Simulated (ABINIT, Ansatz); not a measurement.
# H6PbCNCl3 (Pm): changed settings of a GW run in ABINIT

A base run on H6PbCNCl3 (Pm), then changed inputs.

Program: ABINIT 10.8.3. Level of theory: PBEsol and many-body steps on it, plane waves. Results are calculated unless marked as measured.

### Step 1. Starting point

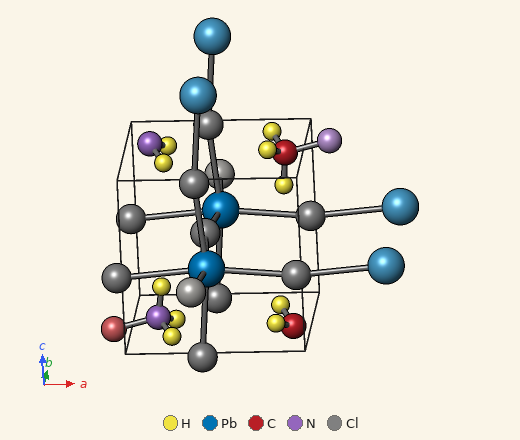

Start, viewed slightly off an axis; hydrogen yellow, lead blue, carbon red, nitrogen purple, chlorine grey. Some periodic images of atoms are drawn too.

The cell and positions are those that the Materials Project relaxed with its own functionals (PBE, PBE+U or r2SCAN), kept fixed. Spin-orbit coupling is left out unless a step names it.

### Step 2. Screening, 2×2×2 mesh, 265 bands, screening to 141.5 eV

This step: ABINIT 10.8.3; RPA screening on PBEsol, plane waves, norm-conserving pseudopotentials.

The RPA dielectric matrix is built and inverted for each q.

run.abi reads:

```
acell 3*1.0 Angstrom
rprim 
  5.752832000000 0.000000000000 0.000000000000
  0.000000000000 5.764671000000 0.000000000000
  -0.002604000000 0.000000000000 5.855201000000
ntypat 5
znucl 1 82 6 7 17
natom 12
typat 1 1 1 1 1 1 2 3 4 5 5 5
xred 
  0.879476000000 0.500000000000 0.790423000000
  0.813252000000 0.344072000000 0.047387000000
  0.813252000000 0.655928000000 0.047387000000
  0.229661000000 0.354316000000 0.978538000000
  0.229661000000 0.645684000000 0.978538000000
  0.170957000000 0.500000000000 0.216412000000
  0.473988000000 0.000000000000 0.483874000000
  0.894268000000 0.500000000000 0.976848000000
  0.144932000000 0.500000000000 0.040731000000
  0.427891000000 0.000000000000 0.975558000000
  0.429192000000 0.500000000000 0.520036000000
  0.971826000000 0.000000000000 0.439660000000
pp_dirpath "pseudos"
pseudos "H.upf, Pb.upf, C.upf, N.upf, Cl.upf"
ecut 37
ngkpt 2 2 2
nshiftk 1
shiftk 0 0 0
kptopt 1
chksymbreak 0
istwfk *1
occopt 1
irdwfk 1
optdriver 3
nband 265
ecuteps 5.2
inclvkb 2
awtr 1
symchi 1
indata_prefix "in"
outdata_prefix "out"
tmpdata_prefix "tmp"
```

Launch:

```
OMP_NUM_THREADS=1 mpirun -n 16 abinit run.abi > log
```

The log of the run:

```text
.Version 10.8.3 of ABINIT. v10.8.2 released Aug 2026.

 Symmetries : space group Pm (#  6); Bravais mP (primitive monocl.)
[... echo of the input left out ...]
== DATASET  1 ==================================================================
-   mpi_nproc: 16, omp_nthreads: 1 (-1 if OMP is not activated)

--- !DatasetInfo
iteration_state: {dtset: 1, }
dimensions: {natom: 12, nkpt: 8, mband: 265, nsppol: 1, nspinor: 1, nspden: 1, mpw: 14134, }
cutoff_energies: {ecut:  37.0, pawecutdg:  -1.0, }
electrons: {nelect:   5.80000000E+01, charge:   0.00000000E+00, occopt:   1.00000000E+00, tsmear:   1.00000000E-02, }

 SCREENING: Calculation of the susceptibility and dielectric matrices

 Based on a program developped by R.W. Godby, V. Olevano, G. Onida, and L. Reining.
 Incorporated in ABINIT by V. Olevano, G.-M. Rignanese, and M. Torrent.
.Using double precision arithmetic ; gwpc =  8

[... cell and pseudopotentials left out ...]
--------------------------------------------------------------------------------

 ==== K-mesh for the wavefunctions ====
 Number of points in the irreducible wedge :     8
[... list of points left out ...]
 Together with  2 symmetry operations and time-reversal symmetry
 yields     8 points in the full Brillouin Zone.

 ==== Q-mesh for the screening function ====
 Number of points in the irreducible wedge :     8
[... list of points left out ...]
 Together with  2 symmetry operations and time-reversal symmetry
 yields     8 points in the full Brillouin Zone.

 setmesh: FFT mesh size selected  =    45x   45x   45
          total number of points  =        91125

 vcoul_init : cutoff-mode = AUXILIARY_FUNCTION
 q-points for optical limit:   1
     1)      0.000010    0.000020    0.000030

- screening: taking advantage of time-reversal symmetry
- Maximum band index for partially occupied states nbvw = 29
- Remaining bands to be divided among processors   nbcw = 236
- Number of bands treated by each node ~14

 Number of electrons calculated from density =   58.0000; Expected =   58.0000
 average of density, n =  0.044262
 r_s =    1.7537
 omega_plasma =   20.2942 [eV]

 calculating chi0 at frequencies [eV] :
  1    0.000000E+00    0.000000E+00
  2    0.000000E+00    2.029422E+01

--------------------------------------------------------------------------------
  q-point number  1        q = ( 0.000000, 0.000000, 0.000000) [r.l.u.]
--------------------------------------------------------------------------------
[... chi0 elements left out ...]
 For q-point:  0.000010 0.000020 0.000030
  dielectric constant =   4.8758
  dielectric constant without local fields =   5.5952

  Average fulfillment of the sum rule on Im[epsilon] for q-point    1 :     71.96  [%]
[... wings left out ...]
  q-point number  2        q = ( 0.500000, 0.000000, 0.000000) [r.l.u.]
--------------------------------------------------------------------------------
[... chi0 elements left out ...]
  Average fulfillment of the sum rule on Im[epsilon] for q-point    2 :     76.67  [%]

 [... 6 further q-points ...]
```

The job ended after 4 min (16 MPI ranks of Intel Xeon Platinum 8259CL at 2.50GHz (Skylake/Cascade Lake), shared host; peak memory 13 GiB; 63 min of CPU time).

Numbers from this step:

- ε∞ with local fields, on this mesh, along the program's q direction: 4.876
- the same without local fields: 5.595
- plasma frequency: 20.29 eV
- plane waves in the screening matrix: 739

Local fields lower ε∞ by 13 %. On a Γ-centred mesh this coarse the value itself is usually too large, while a short band sum pulls it down.

### Step 3. Base

The self-energy is evaluated for the states that the input lists, and the levels follow from it, in one-shot runs by the linearised quasiparticle equation.

This step: G0W0 on PBEsol, plane waves, norm-conserving pseudopotentials.

run.abi: that of step 2 with these lines changed.

```diff
@@ -33,8 +33,17 @@
 irdwfk 1
-optdriver 3
+optdriver 4
 nband 265
+gwcalctyp 0
+ecutsigx 37
+symsigma 1
+nkptgw 2
+kptgw 
+  0.5000000000 0.5000000000 0.5000000000
+  0.0000000000 0.0000000000 0.0000000000
+bdgw 
+  28 31
+  28 31
 ecuteps 5.2
-inclvkb 2
-awtr 1
-symchi 1
+irdscr 1
+ppmodel 1
 indata_prefix "in"
```

The log of the run:

```text
.Version 10.8.3 of ABINIT. v10.8.2 released Aug 2026.

 Symmetries : space group Pm (#  6); Bravais mP (primitive monocl.)
[... echo of the input left out ...]
== DATASET  1 ==================================================================
-   mpi_nproc: 16, omp_nthreads: 1 (-1 if OMP is not activated)

--- !DatasetInfo
iteration_state: {dtset: 1, }
dimensions: {natom: 12, nkpt: 8, mband: 265, nsppol: 1, nspinor: 1, nspden: 1, mpw: 14134, }
cutoff_energies: {ecut:  37.0, pawecutdg:  -1.0, }
electrons: {nelect:   5.80000000E+01, charge:   0.00000000E+00, occopt:   1.00000000E+00, tsmear:   1.00000000E-02, }

 SIGMA: Calculation of the GW corrections

 Based on a program developped by R.W. Godby, V. Olevano, G. Onida, and L. Reining.
 Incorporated in ABINIT by V. Olevano, G.-M. Rignanese, and M. Torrent.
.Using double precision arithmetic ; gwpc =  8

[... cell and pseudopotentials left out ...]
--------------------------------------------------------------------------------

 ==== K-mesh for the wavefunctions ====
 Number of points in the irreducible wedge :     8
[... list of points left out ...]
 Together with  2 symmetry operations and time-reversal symmetry
 yields     8 points in the full Brillouin Zone.

 ==== Q-mesh for screening function ====
 Number of points in the irreducible wedge :     8
[... list of points left out ...]
 Together with  2 symmetry operations and time-reversal symmetry
 yields     8 points in the full Brillouin Zone.

 vcoul_init : cutoff-mode = AUXILIARY_FUNCTION
 q-points for optical limit:   1
     1)      0.000010    0.000020    0.000030
 setmesh: FFT mesh size selected  =    60x   60x   64
          total number of points  =       230400

 Number of electrons calculated from density =   58.0000; Expected =   58.0000
 average of density, n =  0.044262
 r_s =    1.7537
 omega_plasma =   20.2942 [eV]

 === KS Band Gaps ===
  >>>> For spin  1
   Minimum direct gap =   2.4631 [eV], located at k-point      :   0.5000  0.5000  0.5000
   Fundamental gap    =   2.4631 [eV], Top of valence bands at :   0.5000  0.5000  0.5000
                                       Bottom of conduction at :   0.5000  0.5000  0.5000
 SIGMA fundamental parameters:
 PLASMON POLE MODEL  1
 number of plane-waves for SigmaX                14083
 number of plane-waves for SigmaC and W            739
 number of plane-waves for wavefunctions         14083
 number of bands                                   265
 number of independent spin polarizations            1
 number of spinorial components                      1
 number of k-points in IBZ                           8
 number of q-points in IBZ                           8
 number of symmetry operations                       2
 number of k-points in BZ                            8
 number of q-points in BZ                            8
 number of frequencies for dSigma/dE                 9
 frequency step for dSigma/dE [eV]                0.25
 number of omega for Sigma on real axis              0
 max omega for Sigma on real axis  [eV]           0.00
 zcut for avoiding poles [eV]                     0.10

 EPSILON^-1 parameters (SCR file):
 dimension of the eps^-1 matrix on file            739
 dimension of the eps^-1 matrix used               739
 number of plane-waves for wavefunctions         14083
 number of bands                                   265
 number of q-points in IBZ                           8
 number of frequencies                               2
 number of real frequencies                          1
 number of imag frequencies                          1

 matrix elements of self-energy operator (all in [eV])

 Perturbative Calculation

--- !SelfEnergy_ee
iteration_state: {dtset: 1, }
kpoint     : [   0.500,    0.500,    0.500, ]
spin       : 1
KS_gap     :    2.463
QP_gap     :    4.105
Delta_QP_KS:    1.641
data: !SigmaeeData |
     Band     E0 <VxcDFT>   SigX SigC(E0)      Z dSigC/dE  Sig(E)    E-E0       E
       28  -0.548 -13.932 -18.306   2.828   0.772  -0.295 -15.126  -1.194  -1.742
       29   0.627 -15.051 -17.601   1.639   0.790  -0.265 -15.771  -0.719  -0.092
       30   3.091 -10.596  -6.392  -3.081   0.821  -0.217  -9.674   0.922   4.013
       31   3.113 -10.532  -6.307  -3.085   0.822  -0.216  -9.595   0.937   4.050

--- !SelfEnergy_ee
iteration_state: {dtset: 1, }
kpoint     : [   0.000,    0.000,    0.000, ]
spin       : 1
KS_gap     :    5.799
QP_gap     :    7.679
Delta_QP_KS:    1.880
data: !SigmaeeData |
     Band     E0 <VxcDFT>   SigX SigC(E0)      Z dSigC/dE  Sig(E)    E-E0       E
       28  -0.725 -13.651 -18.066   2.854   0.771  -0.296 -14.855  -1.204  -1.928
       29  -0.698 -13.665 -18.067   2.844   0.771  -0.297 -14.867  -1.202  -1.900
       30   5.101  -7.648  -3.631  -3.213   0.842  -0.188  -6.971   0.678   5.779
       31   6.045 -11.497  -6.923  -3.393   0.804  -0.244 -10.548   0.949   6.994

== END DATASET(S) ==============================================================
================================================================================

 -outvars: echo values of variables after computation  --------
           etotal      0.0000000000E+00
            nband         265
             nkpt           8
          spgroup           6
 [... the other variables as echoed above ...]

 Calculation completed.
```

Elapsed: 42 s, on 16 MPI ranks; peak memory 9.6 GiB.

Numbers from this step:

```yaml
g0w0_gap_on_the_points_computed: 4.105 eV
starting_gap_on_the_mesh: 2.463 eV
k_of_the_valence_top: 0.5, 0.5, 0.5
k_of_the_conduction_bottom: 0.5, 0.5, 0.5
z_at_the_valence_top: 0.79
z_at_the_conduction_bottom: 0.821
least_direct_g0w0_gap_on_the_computed_points: 4.105 eV
```

The gap on the mesh goes from 2.46 eV to 4.10 eV, a correction of +1.64 eV.

### Step 4. Screening cutoff above the file's

run.abi: that of step 3 with these lines changed.

```diff
@@ -45,3 +45,3 @@
   28 31
-ecuteps 5.2
+ecuteps 20.8
 irdscr 1
```

The log of the run:

```text
.Version 10.8.3 of ABINIT. v10.8.2 released Aug 2026.

 Symmetries : space group Pm (#  6); Bravais mP (primitive monocl.)
[... echo of the input left out ...]
== DATASET  1 ==================================================================
-   mpi_nproc: 16, omp_nthreads: 1 (-1 if OMP is not activated)

--- !DatasetInfo
iteration_state: {dtset: 1, }
dimensions: {natom: 12, nkpt: 8, mband: 265, nsppol: 1, nspinor: 1, nspden: 1, mpw: 14134, }
cutoff_energies: {ecut:  37.0, pawecutdg:  -1.0, }
electrons: {nelect:   5.80000000E+01, charge:   0.00000000E+00, occopt:   1.00000000E+00, tsmear:   1.00000000E-02, }

 SIGMA: Calculation of the GW corrections

 Based on a program developped by R.W. Godby, V. Olevano, G. Onida, and L. Reining.
 Incorporated in ABINIT by V. Olevano, G.-M. Rignanese, and M. Torrent.
.Using double precision arithmetic ; gwpc =  8

[... cell and pseudopotentials left out ...]
--------------------------------------------------------------------------------

 ==== K-mesh for the wavefunctions ====
 Number of points in the irreducible wedge :     8
[... list of points left out ...]
 Together with  2 symmetry operations and time-reversal symmetry
 yields     8 points in the full Brillouin Zone.

 ==== Q-mesh for screening function ====
 Number of points in the irreducible wedge :     8
[... list of points left out ...]
 Together with  2 symmetry operations and time-reversal symmetry
 yields     8 points in the full Brillouin Zone.

 vcoul_init : cutoff-mode = AUXILIARY_FUNCTION
 q-points for optical limit:   1
     1)      0.000010    0.000020    0.000030
 setmesh: FFT mesh size selected  =    60x   60x   64
          total number of points  =       230400

 Number of electrons calculated from density =   58.0000; Expected =   58.0000
[...]
number of omega for Sigma on real axis              0
 max omega for Sigma on real axis  [eV]           0.00
 zcut for avoiding poles [eV]                     0.10

 EPSILON^-1 parameters (SCR file):
 dimension of the eps^-1 matrix on file            739
 dimension of the eps^-1 matrix used               739
 number of plane-waves for wavefunctions         14083
 number of bands                                   265
 number of q-points in IBZ                           8
 number of frequencies                               2
 number of real frequencies                          1
 number of imag frequencies                          1

 matrix elements of self-energy operator (all in [eV])

 Perturbative Calculation

--- !SelfEnergy_ee
iteration_state: {dtset: 1, }
kpoint     : [   0.500,    0.500,    0.500, ]
spin       : 1
KS_gap     :    2.463
QP_gap     :    4.105
Delta_QP_KS:    1.641
data: !SigmaeeData |
     Band     E0 <VxcDFT>   SigX SigC(E0)      Z dSigC/dE  Sig(E)    E-E0       E
       28  -0.548 -13.932 -18.306   2.828   0.772  -0.295 -15.126  -1.194  -1.742
       29   0.627 -15.051 -17.601   1.639   0.790  -0.265 -15.771  -0.719  -0.092
       30   3.091 -10.596  -6.392  -3.081   0.821  -0.217  -9.674   0.922   4.013
[...]
--- !SelfEnergy_ee
iteration_state: {dtset: 1, }
kpoint     : [   0.000,    0.000,    0.000, ]
spin       : 1
KS_gap     :    5.799
QP_gap     :    7.679
Delta_QP_KS:    1.880
data: !SigmaeeData |
     Band     E0 <VxcDFT>   SigX SigC(E0)      Z dSigC/dE  Sig(E)    E-E0       E
[...]
30   5.101  -7.648  -3.631  -3.213   0.842  -0.188  -6.971   0.678   5.779
       31   6.045 -11.497  -6.923  -3.393   0.804  -0.244 -10.548   0.949   6.994

== END DATASET(S) ==============================================================
================================================================================

 -outvars: echo values of variables after computation  --------
           etotal      0.0000000000E+00
            nband         265
             nkpt           8
          spgroup           6
 [... the other variables as echoed above ...]

 Calculation completed.
```

The job ended after 43 s (16 MPI ranks; peak memory 9.6 GiB; 11 min of CPU time).

The run ended normally, though the input holds a fault or crude settings.

The fault put into this input: screening cutoff above the file's. It printed a gap of 4.10 eV, the value of the sound run: the program fell back on what its files hold, so an unchanged gap is no proof of convergence.

### Step 5. The runs together

Times are wall times on 16 MPI ranks of Intel Xeon Platinum 8259CL at 2.50GHz (Skylake/Cascade Lake), shared host, good to a factor of about two. A run's time includes the screening step that it read.

```
 run   mesh  bands  screening cutoff (eV)  DFT gap (eV)  gap on the mesh (eV)  direct (eV)  ε∞ used     time
base  2×2×2    265                  141.5         2.463                 4.105        4.105     4.88  4.7 min
```

### Step 6. What came out

```yaml
base: 4.105 eV
known_limits: not at the basis limit; no spin-orbit coupling; coarse k mesh
```

**Reading.** Bands and cutoff are finite, so the gap is not at the basis limit. The miss can reach some tenths of an eV and take either sign; the mesh is an error of its own. In the G0W0 run levels were corrected at 2 k points alone, so a gap called «on the mesh» is the least over those, and an edge elsewhere would be missed. The 2×2×2 mesh is coarse for this cell, which bears on the long-range parts of exchange and screening. Where an edge is built on 6p states of lead, bismuth or thallium, scalar-relativistic gaps usually stand too wide, by a few tenths to over one eV. The many-body steps are scalar-relativistic: spin-orbit coupling is not in them.

[Paths, hosts, dates, memory and timing lines, banners, echoed tables and standing remarks are left out of the program output.]

[Logs are printed without paths, hosts, clocks, repeated set-up lines and the standing remarks that a program may print on its own settings, such as how far it seeks lower states.]

[Runs of the session that timed out or met a known fault of the program may be left out.]

[Hosts, paths, dates, database ids (printed as entryN), source tags and the programs' standing remarks are cut or masked in the printed files.]

[G0W0 gaps are taken among the corrected bands and points alone; a level outside them can change the order at an edge.]

[Where Ansatz stands beside ABINIT at settings called matched, ABINIT's density can come from a denser mesh and the files from another edition; pairs whose starting gaps differed by over 0.03 eV were left out, so agreement reads better than it is.]
